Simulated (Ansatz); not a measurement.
fcc Pd was calculated with r²SCAN in Ansatz (plane waves, PAW).

Numerical settings: plane-wave cutoff 560 eV, 24×24×24 k mesh, Fermi–Dirac smearing 0.05 eV, scalar-relativistic PAW data made under PBE.

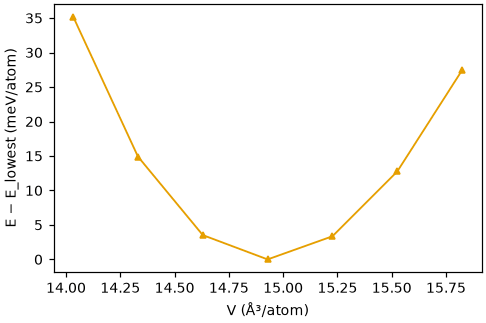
Figure: Total energy against volume

Question: From the curve, estimate the equilibrium volume and the bulk modulus.

Answer: V0 ≈ 14.9 Å³/atom and B0 ≈ 180 GPa; the fit gives V0 = 14.926 Å³/atom, B0 = 185 GPa, B′ = 5.5.

Measured, for comparison: bulk modulus 195 GPa (zero-point energy and finite temperature contributions removed, our sources range from 187 to 198; as tabulated in doi:10.1021/acs.jctc.3c00612); equilibrium volume per atom 14.56 Å³/atom (static lattice: zero-point anharmonic expansion removed; as tabulated in Mejia-Rodriguez and Trickey (2018), arXiv:1807.09216). Computed (rounded) less measured: bulk modulus -5 % (-1 % to -7 % over the range), equilibrium volume per atom +2.5 %.

Cost on a shared machine: roughly 100 core-seconds.

Ansatz is a quantum-chemistry and plane-wave program.
